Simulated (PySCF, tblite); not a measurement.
# CH11BSi3: geometry, infrared bands and NMR shifts

Aim: predict the infrared bands and NMR shifts of CH11BSi3 (`B[Si](C)([SiH3])[SiH3]`).

The runs use tblite 0.8.0 and PySCF 2.14.0, with density-fitted response routines of our own; the level of theory stands in each step. All values are computed, except where a source is named. Atoms count from 0, in the outputs and in this text.

## Step 1: The starting structure

16 atoms, charge 0, multiplicity 1; geometry from: force field or distance geometry start.

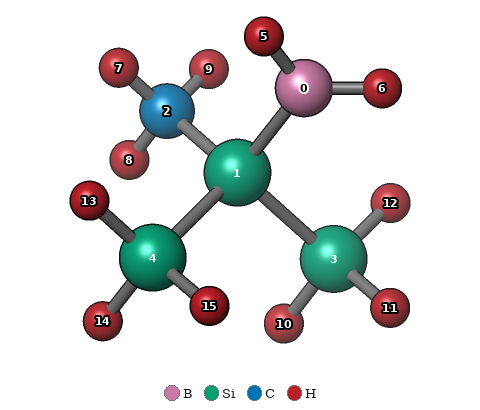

The starting geometry (boron pink, silicon teal, carbon blue, hydrogen red), atoms numbered; sticks join atoms by distance.

## Step 2: Geometry optimisation with GFN2-xTB

Job settings and geometry (Å):

```
{"job": {"kind": "relax", "xc": "GFN2-xTB", "basis": "xTB"}, "charge": 0, "multiplicity": 1}
B      0.807900     0.659600     1.842700
Si     0.074800     0.153800     0.108400
C      0.072400     1.623400    -1.018000
Si     1.343200    -1.453400    -0.777600
Si    -2.002300    -0.612900     0.387700
H      0.259200     1.502100     2.475000
H      1.769900     0.136300     2.256400
H     -0.561900     2.431000    -0.577400
H     -0.346000     1.325400    -2.005000
H      1.094000     2.002300    -1.149800
H      0.786200    -1.849900    -2.076000
H      1.345700    -2.626900     0.132300
H      2.710800    -0.960100    -0.931800
H     -2.831100     0.447600     0.963400
H     -2.545900    -0.992000    -0.927900
H     -1.984600    -1.777300     1.286200
```

Launch:

```sh
$ OMP_NUM_THREADS=1 python probes_run.py task.json out
```

The driver reads the jobs from task.json and runs them one after another.

Log:

```text
step      E/eV     max force
  0    -383.35521    1.709
  1    -383.47738    0.783
  2    -383.53206    0.384
  3    -383.56221    0.437
  4    -383.62055    0.543
  5    -383.66501    0.578
  6    -383.69902    0.441
  7    -383.72384    0.374
  8    -383.74149    0.314
  9    -383.75413    0.331
 10    -383.76280    0.260
 11    -383.76618    0.148
 12    -383.76766    0.093
 13    -383.76887    0.104
 14    -383.77024    0.124
 15    -383.77183    0.135
 16    -383.77361    0.152
 17    -383.77560    0.172
 18    -383.77764    0.129
 19    -383.77942    0.127
 20    -383.78104    0.130
 21    -383.78282    0.117
 22    -383.78500    0.133
 23    -383.78758    0.138
 24    -383.79039    0.118
 25    -383.79317    0.128
 26    -383.79599    0.141
 27    -383.79907    0.183
 28    -383.80220    0.213
 29    -383.80520    0.179
 30    -383.80836    0.132
 31    -383.81149    0.144
 32    -383.81307    0.215
 33    -383.81599    0.197
 34    -383.81815    0.106
 35    -383.82174    0.096
 36    -383.82439    0.157
 37    -383.82731    0.169
 38    -383.82891    0.116
 39    -383.83001    0.087
 40    -383.83091    0.074
 41    -383.83168    0.103
 42    -383.83242    0.078
 43    -383.83313    0.063
 44    -383.83385    0.070
 45    -383.83464    0.070
 46    -383.83555    0.090
 47    -383.83643    0.069
 48    -383.83729    0.148
 49    -383.83791    0.100
 50    -383.83874    0.067
 51    -383.83962    0.073
 52    -383.84020    0.073
 53    -383.84117    0.097
 54    -383.84219    0.111
 55    -383.84361    0.097
 56    -383.84510    0.091
 57    -383.84630    0.069
 58    -383.84697    0.053
 59    -383.84737    0.052
 60    -383.84778    0.063
 61    -383.84813    0.043
 62    -383.84838    0.059
 63    -383.84854    0.034
 64    -383.84869    0.025
 65    -383.84881    0.025
 66    -383.84892    0.027
 67    -383.84897    0.017
 68    -383.84901    0.014
 69    -383.84905    0.017
 70    -383.84913    0.025
 71    -383.84925    0.034
 72    -383.84936    0.028
 73    -383.84942    0.018
 74    -383.84947    0.019
 75    -383.84954    0.028
 76    -383.84966    0.038
 77    -383.84980    0.039
 78    -383.84993    0.029
 79    -383.85002    0.021
 80    -383.85009    0.029
 81    -383.85018    0.037
 82    -383.85027    0.030
 83    -383.85034    0.017
 84    -383.85040    0.019
 85    -383.85048    0.028
 86    -383.85062    0.043
 87    -383.85077    0.044
 88    -383.85087    0.026
 89    -383.85091    0.013
 90    -383.85092    0.011
 91    -383.85094    0.015
 92    -383.85096    0.022
 93    -383.85106    0.034
 94    -383.85112    0.029
 95    -383.85117    0.014
 96    -383.85120    0.010
 97    -383.85121    0.010
 98    -383.85123    0.011
 99    -383.85125    0.014
100    -383.85129    0.014
101    -383.85134    0.017
102    -383.85138    0.012
103    -383.85141    0.011
104    -383.85142    0.011
105    -383.85145    0.012
106    -383.85148    0.012
107    -383.85150    0.011
108    -383.85152    0.014
109    -383.85155    0.013
110    -383.85158    0.014
111    -383.85161    0.013
112    -383.85162    0.006
```

Run time: 1.4 s. Hardware: 1 thread of Arm Neoverse N1, shared host; peak memory 0.18 GiB.

Relaxation path: (not every step is listed)

```
step  energy from step 0 (eV)  largest force (eV/Å)
   0                   0.0000                1.7087
   1                  -0.1222                0.7826
   2                  -0.1769                0.3842
   3                  -0.2070                0.4370
   4                  -0.2653                0.5429
   5                  -0.3098                0.5783
   6                  -0.3438                0.4413
   7                  -0.3686                0.3745
   8                  -0.3863                0.3137
  17                  -0.4204                0.1719
  26                  -0.4408                0.1405
  35                  -0.4665                0.0958
  44                  -0.4786                0.0696
  53                  -0.4860                0.0969
  62                  -0.4932                0.0587
  71                  -0.4940                0.0345
  80                  -0.4949                0.0290
  89                  -0.4957                0.0127
  98                  -0.4960                0.0110
 107                  -0.4963                0.0107
 108                  -0.4963                0.0138
 109                  -0.4963                0.0135
 110                  -0.4964                0.0136
 111                  -0.4964                0.0129
 112                  -0.4964                0.0059
```

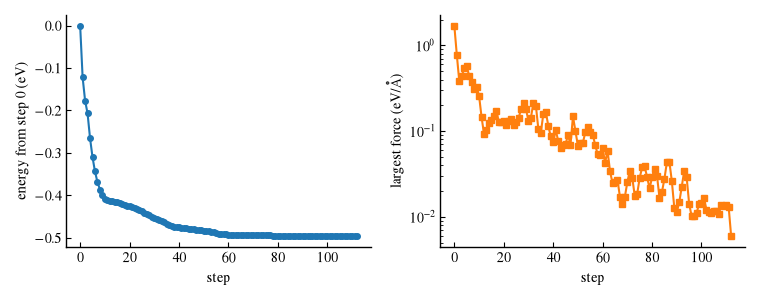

Energy and force, step by step.

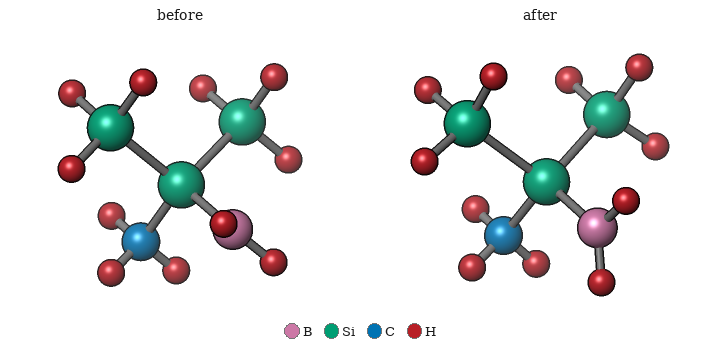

The geometry before (left) and after (right).

Close pairs (by a distance rule), those that changed most:

```csv
bond,before (Å),after (Å),change (Å)
Si1–Si3,2.231,2.350,+0.119
Si1–Si4,2.232,2.349,+0.118
Si1–C2,1.852,1.926,+0.074
C2–H7,1.117,1.087,-0.030
C2–H8,1.113,1.087,-0.026
Si3–H11,1.485,1.465,-0.020
B0–H5,1.188,1.171,-0.017
C2–H9,1.098,1.087,-0.010
```

The end geometry stands in the next job.

## Step 3: Harmonic vibrations with GFN2-xTB

Job settings and geometry (Å):

```
{"job": {"kind": "ir", "xc": "GFN2-xTB", "basis": "xTB"}, "charge": 0, "multiplicity": 1}
B      0.853553     0.721091     1.943585
Si     0.122087     0.181376     0.225526
C      0.011988     1.636537    -1.031318
Si     1.450070    -1.443075    -0.831811
Si    -2.074445    -0.630377     0.415946
H      1.188376     1.816745     2.186515
H      0.978807    -0.066746     2.802351
H     -0.614707     2.440209    -0.652857
H     -0.406649     1.319396    -1.982906
H      0.992024     2.061193    -1.233945
H      0.921986    -1.832506    -2.142279
H      1.529680    -2.670147    -0.034819
H      2.835523    -1.020071    -1.065478
H     -3.018756     0.336938     0.986209
H     -2.640186    -1.029461    -0.876057
H     -2.136949    -1.812157     1.279929
```

Log:

```text
mode    cm-1     km/mol
  1      37.8      0.01
  2      45.1      0.01
  3      68.9      0.05
  4      88.6      0.98
  5     127.1      0.17
  6     131.3      5.14
  7     133.1      0.97
  8     166.2      2.91
  9     193.1     14.73
 10     357.8      4.53
 11     386.8     10.70
 12     404.8      1.97
 13     418.2     35.85
 14     420.5     15.98
 15     446.2      0.18
 16     629.1      6.15
 17     672.2      7.87
 18     722.2    109.71
 19     732.1     53.28
 20     752.7   1006.23
 21     787.4    396.49
 22     798.0     45.12
 23     802.9     14.33
 24     811.4    126.22
 25     820.2    193.58
 26     820.8     29.39
 27     832.4    271.76
 28    1191.8     49.43
 29    1372.0      2.88
 30    1501.0      0.13
 31    1501.4      0.86
 32    2210.6    330.84
 33    2212.5    207.38
 34    2220.8     12.34
 35    2227.8     53.48
 36    2230.7    475.10
 37    2234.6    593.52
 38    2624.4    112.09
 39    2652.2    116.66
 40    3020.0     30.52
 41    3022.3     27.25
 42    3028.4      4.95
```

Wall time 1 s (1 thread of Arm Neoverse N1, shared host); peak memory 0.18 GiB.

Which atoms move in the most intense modes:

```csv
cm⁻¹,km/mol,atoms
753,1006.2,"H14 12 %, H10 12 %, H11 12 %, H15 12 %"
787,396.5,"H12 16 %, H13 15 %, H11 14 %, H15 14 %"
820,193.6,"H14 26 %, H11 24 %, H15 23 %"
832,271.8,"H13 28 %, H12 25 %, H14 16 %, H10 14 %"
2211,330.8,"H12 62 %, H13 20 %"
2212,207.4,"H13 67 %, H12 27 %"
2231,475.1,"H10 62 %, H14 33 %"
2235,593.5,"H15 53 %, H11 43 %"
```

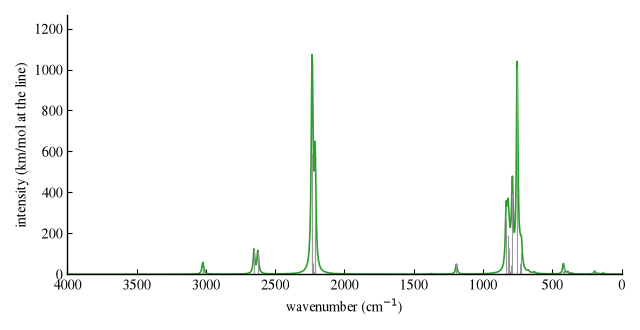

The infrared spectrum from these modes, unscaled. Lines are broadened to a width of 14 cm⁻¹ (Lorentzian).

## Step 4: Shielding tensors: PBE0/pcSseg-1

The job, as its differences from that of step 3:

```diff
@@ -1,2 +1,2 @@
-{"job": {"kind": "ir", "xc": "GFN2-xTB", "basis": "xTB"}, "charge": 0, "multiplicity": 1}
+{"job": {"kind": "nmr", "xc": "PBE0", "basis": "pcSseg-1"}, "charge": 0, "multiplicity": 1}
 B      0.853553     0.721091     1.943585
```

Level: GIAO PBE0/pcSseg-1 NMR shielding, non-relativistic, gas phase.

Log:

```text
coarse grid: 13864 points
cycle   1  E = -937.4518026107  dE = -1.593e-01  |g| = 3.276e-01  |ddm| = 3.395e+00
cycle   2  E = -937.4445575951  dE =  7.245e-03  |g| = 3.648e-01  |ddm| = 6.356e-01
cycle   3  E = -937.4809901003  dE = -3.643e-02  |g| = 3.274e-02  |ddm| = 3.971e-01
cycle   4  E = -937.4813079822  dE = -3.179e-04  |g| = 1.080e-02  |ddm| = 7.276e-02
cycle   5  E = -937.4813491414  dE = -4.116e-05  |g| = 2.814e-03  |ddm| = 2.093e-02
cycle   6  E = -937.4813519341  dE = -2.793e-06  |g| = 6.342e-04  |ddm| = 6.004e-03
final grid: 117288 points
cycle   7  E = -937.5071256581  dE = -2.153e-05  |g| = 5.175e-03  |ddm| = 1.975e-02
cycle   8  E = -937.5071231478  dE =  2.510e-06  |g| = 5.906e-03  |ddm| = 1.119e-02
cycle   9  E = -937.5071329909  dE = -9.843e-06  |g| = 4.816e-04  |ddm| = 6.623e-03
cycle  10  E = -937.5071330523  dE = -6.137e-08  |g| = 9.987e-05  |ddm| = 7.342e-04
cycle  11  E = -937.5071330556  dE = -3.298e-09  |g| = 3.522e-05  |ddm| = 2.056e-04
cycle  12  E = -937.5071330560  dE = -4.620e-10  |g| = 6.600e-06  |ddm| = 6.896e-05
converged SCF energy = -937.5071330560

GIAO shielding tensors (ppm)
atom      isotropic    diamagn.    paramagn.     s11        s22        s33       span
  0 B      -19.748     196.757    -216.505   -155.775    -49.051    145.582    301.357
  1 Si     436.397     882.857    -446.460    400.520    422.638    486.034     85.513
  2 C      191.770     252.818     -61.048    186.704    191.722    196.883     10.179
  3 Si     461.245     880.309    -419.064    444.304    452.466    486.966     42.662
  4 Si     461.229     880.307    -419.078    444.688    451.860    487.138     42.451
  5 H       20.710      30.355      -9.645      6.880     27.557     27.693     20.813
  6 H       21.035      30.099      -9.064      6.931     27.953     28.222     21.291
  7 H       31.173      31.269      -0.096     26.300     28.317     38.903     12.603
  8 H       31.672      31.822      -0.150     26.753     29.903     38.360     11.608
  9 H       31.178      31.268      -0.089     26.296     28.354     38.884     12.588
 10 H       28.200      29.439      -1.239     25.004     26.286     33.312      8.308
 11 H       28.095      29.238      -1.142     24.366     25.878     34.041      9.675
 12 H       28.195      29.203      -1.008     24.639     25.955     33.990      9.351
 13 H       28.199      29.207      -1.008     24.630     25.975     33.991      9.362
 14 H       28.194      29.430      -1.236     24.999     26.278     33.304      8.305
 15 H       28.100      29.235      -1.135     24.371     25.868     34.060      9.689
```

Run time: 49 s. Hardware: 1 thread of Arm Neoverse N1, shared host; peak memory 0.74 GiB.

Shifts follow as δ = σ(reference) − σ, with reference shieldings (ppm) from runs at the same level and on the same kind of geometry: ¹H TMS 31.72, ¹³C TMS 186.9, ²⁹Si TMS 349.2, ¹¹B BF3·OEt2 100.1. The references are single molecules in the gas phase. Atoms listed in one row are averaged.

```csv
atoms,environment,σ (ppm),δ (ppm),δ scaled to CDCl3
C2,methyl carbon bonded to Si,191.8,-4.8,-6.6
"H5, H6",hydrogen on a boron bonded to Si,20.87,10.84,–
"H10, H11, H12, H13, H14, H15",hydrogen on a silicon bonded to Si,28.16,3.55,–
"H7, H8, H9",hydrogen on a methyl carbon bonded to Si,31.34,0.38,0.46
B0,"boron bonded to Si, 2 H",-19.7,119.8,–
Si1,"silicon bonded to C, B, 2 Si",436.4,-87.2,–
"Si3, Si4","silicon bonded to Si, 3 H",461.2,-112.1,–
```

The scaled column applies a straight-line fit of computed shieldings to shifts measured in CDCl3 (root-mean-square error 0.16 ppm for H, 1.9 ppm for C).

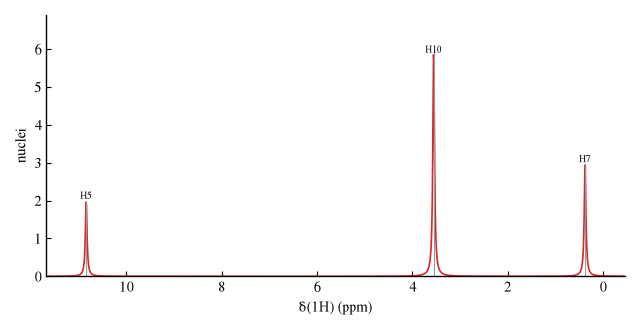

¹H lines at the computed shifts, without couplings. Lines are broadened to a width of 0.04 ppm (Lorentzian).

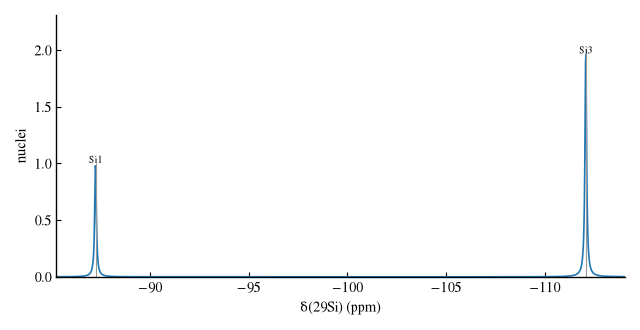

²⁹Si lines at the computed shifts, without couplings. Lines are broadened to a width of 0.10 ppm (Lorentzian).

The run also stored atomic charges by several schemes (e):

| atoms | Mulliken | IAO | Hirshfeld | ESP fit |
| --- | --- | --- | --- | --- |
| B0 | -0.05 | -0.20 | 0.07 | 0.27 |
| Si1 | -0.14 | 0.33 | 0.15 | 0.16 |
| C2 | -0.58 | -0.68 | -0.21 | -0.62 |
| Si3, Si4 | 0.30 | 0.30 | 0.21 | 0.20 |

IAO charges:

B0 -0.20; Si1 0.33; C2 -0.68; Si3 0.30; Si4 0.30; H5 0.04; H6 0.03; H7 0.15; H8 0.15; H9 0.15; H10 -0.09; H11 -0.10; H12 -0.10; H13 -0.10; H14 -0.09; H15 -0.10

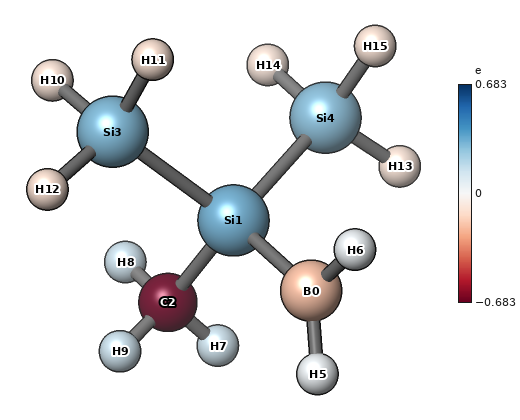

IAO charges, as colours on the atoms.

Mayer bond orders: B0–Si1 0.96, Si1–C2 0.94, Si1–Si3 0.91, Si1–Si4 0.91.

Orbitals, density, ELF and potential are computed afterwards from the orbital file.

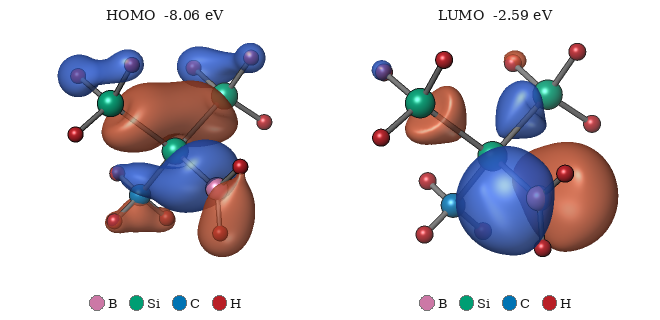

PBE0/pcSseg-1 orbitals near the gap, drawn at the value that encloses 70 % of each; the two colours are the two signs.

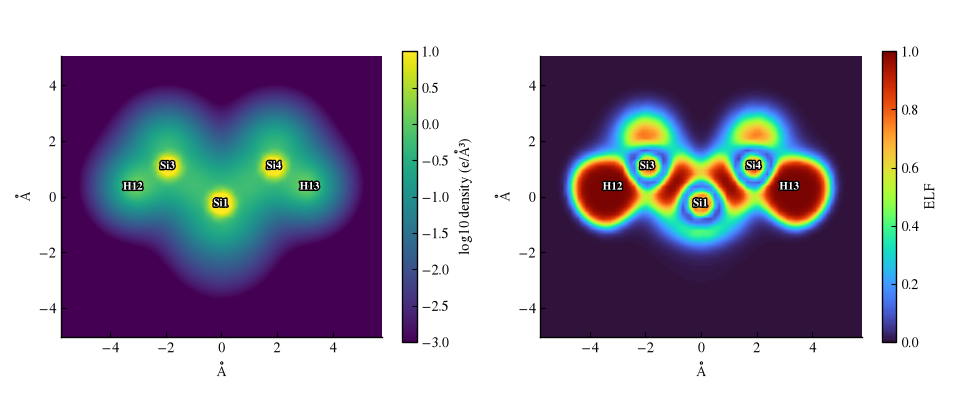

Density (left) and ELF (right) in a plane through or near 5 of the atoms.

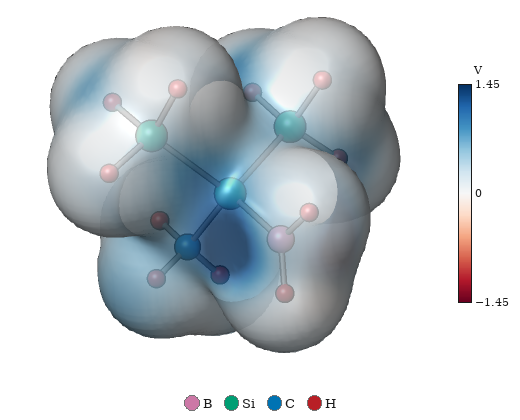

Electrostatic potential on the surface of density 0.002 e/bohr³; red is low, blue high. It runs from -0.12 to 1.45 V.

## Step 5: Results

```
                                                                quantity                  value
                               strongest single infrared mode (GFN2-xTB)  753 cm⁻¹, 1006 km/mol
                                            zero-point energy (GFN2-xTB)          65.6 kcal/mol
                                  ¹³C shifts against TMS (PBE0/pcSseg-1)               -4.8 ppm
  ¹H shifts against TMS (PBE0/pcSseg-1, means over atoms taken as alike)  10.84, 3.55, 0.38 ppm
                             ¹¹B shifts against BF3·OEt2 (PBE0/pcSseg-1)              119.8 ppm
²⁹Si shifts against TMS (PBE0/pcSseg-1, means over atoms taken as alike)      -87.2, -112.1 ppm
                                   surface potential, least and greatest     -0.12 V and 1.45 V
```

The optimisation took 112 steps and gained 0.496 eV; among the close pairs (by a distance rule), Si1–Si3 changed most, from 2.231 to 2.350 Å. All 42 modes are real, so the xTB geometry is a minimum. The strongest single mode, at 753 cm⁻¹, has its largest shares on H14, H10, H11 and H15 (the list is cut at 4 atoms). Unscaled tight-binding wavenumbers are off by several per cent, some by more. Its intensities can rank the bands wrongly. At PBE0/pcSseg-1: The largest span, 301 ppm, is at B0, where the paramagnetic term is -217 ppm. By nearest atom (PBE0/pcSseg-1), the HOMO sits on Si1 27 %; B0 18 % and the LUMO on B0 51 %; H5, H6 about 12 % each.
